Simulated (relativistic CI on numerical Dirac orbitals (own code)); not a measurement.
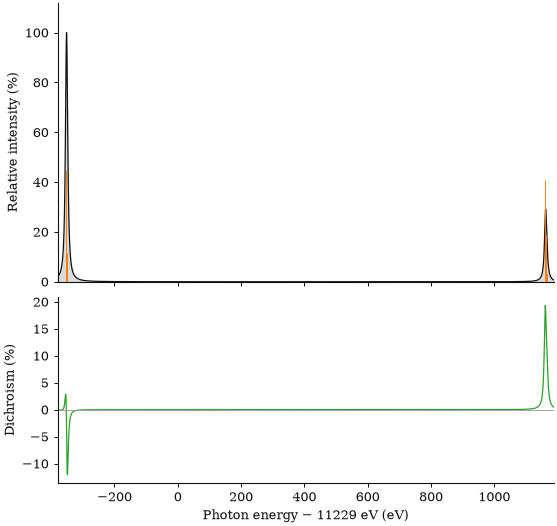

L₂,₃ X-ray absorption of Os⁵⁺, [Xe] 4f¹⁴ 5d³, in a field of D3d symmetry with 10Dq = 26,800, Dσ = −170, Dτ = −350 cm⁻¹. Sticks are the strongest transitions, on a scale of their own. Multiplet model: relativistic Dirac–Coulomb–Breit theory, one configuration a step, Slater integrals scaled by 1, 300 K, Voigt broadening (Lorentzian 7.5 eV, Gaussian 1 eV full widths), computed with a radial Dirac CI code. Dichroism is for the ground state at zero temperature, magnetised by an exchange field of 10 meV on Sz.

**Give the peaks, the centroid and the ground-state spin.**

The main maxima lie at 10877.6 eV (100) and 12391.2 eV (29), heights in % of the largest; the centroid is at 11228.6 eV. The lower edge holds 0.77 of the intensity (branching ratio, edges parted at 11639 eV), and the core spin-orbit splitting of the orbitals is 1550 eV. The ground state has S = 1.46. The circular dichroism (Δm = −1 less Δm = +1) is largest at 12390.0 eV, 19 % of the isotropic maximum; its integrals over the lower and upper edge are −0.016 and 0.053 of the sum over the three polarisations. The magnetised ground state has ⟨Lz⟩ = 0.68 and ⟨Sz⟩ = −1.42.

Limits of the model: free-ion energies, so absolute edge positions are off by a few eV from solids.
